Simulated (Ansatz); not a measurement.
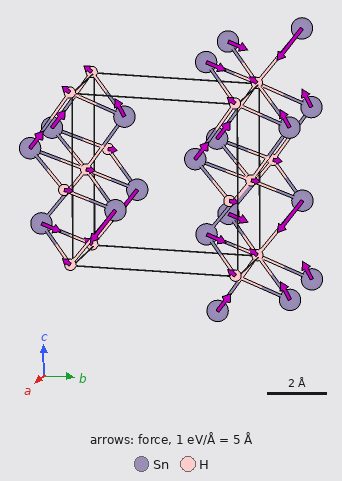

Starting geometry of solid Sn2H (a generated structure, set up in P1) (coarse preliminary run) with the computed forces as purple arrows. The picture is a ball-and-stick view of the cell of the calculation, seen slightly off an axis.

These are results of DFT PBE, scalar-relativistic, plane waves, PAW (Ansatz), not measurements.

Input
```yaml
crystal:
  lattice:
    - [-3.403181562, -0.0213714425, 0.0078840645]
    - [0.012943465, 0.0565397747, -5.7904858611]
    - [-0.0370164243, -6.0495557935, 0.0596505312]
  atoms:
    - { symbol: Sn, position: [0.4998659735, 0.2492127382, 0.8213313456] }
    - { symbol: Sn, position: [0.9961847631, 0.258972715, 0.3379043992] }
    - { symbol: Sn, position: [0.9943036058, 0.7432981226, 0.6650557514] }
    - { symbol: Sn, position: [0.5124291489, 0.7467110484, 0.1713642879] }
    - { symbol: H, position: [0.4847982917, 0.0144087573, 0.4984294799] }
    - { symbol: H, position: [1.012418217, 0.9873966185, 0.005914736] }
basis:
  ecutwfc: 420
kpoints:
  mp_grid: { grid: [6, 4, 4] }
hamiltonian:
  xc: pbe
scf:
  occupations: { method: gaussian, width: 0.2 }
  lower_state_search: "off"
output:
  forces: true
  stress: true
  eigenvalues: true
relax:
  adjacent_minimum: "off"
  f_tol: 0.025
  max_steps: 60
  cell: { stress_tol: 0.25 }
```

Command:
```bash
ansatz run input.yaml --threads 1 --pin off --max-ram 2560MiB --backend cpu --events-out ev --progress --plain --runs-dir out
```

**Is this structure relaxed? If not, where do the atoms go?**

It isn't relaxed: the largest force vector, on Sn2, is 0.29 eV/Å. The final displacements follow the starting forces only in part (cosine between the two patterns 0.31). The energy falls by 128 meV per atom in 9 accepted moves (10 points after the start). The largest force component goes from 0.23 to 0.019 eV/Å. Pressure: −0.23 GPa at the start and −0.02 GPa at the end. At 1 point the geometry stayed and the basis and grid were re-selected for the new cell (energy shift of 0.3 meV per atom at most each time). The largest moves relative to the cell, 1.29 Å, are those of H5 and H6. H6 goes along −b. Largest moves by element: H 1.29 Å, Sn 0.35 Å. Cell: a 3.403 → 3.511 Å (+3.2 %), b 5.791 → 5.455 Å (−5.8 %), c 6.050 → 6.320 Å (+4.5 %), α 91.1° → 90.2°, β 89.3° → 89.6°, γ 90.3° → 90.0°. Volume +1.5 %. Some distances before and after: Sn3–H5 2.503 → 3.484 Å, Sn1–H6 2.509 → 3.461 Å, Sn3–H5 (another image) 2.573 → 3.499 Å, Sn1–H6 (another image) 2.594 → 3.487 Å. The space group stays P1 (No. 1). The run took 4.1 min on 1 thread of Arm Neoverse V1, with other jobs on the host, peak memory 0.44 GiB.
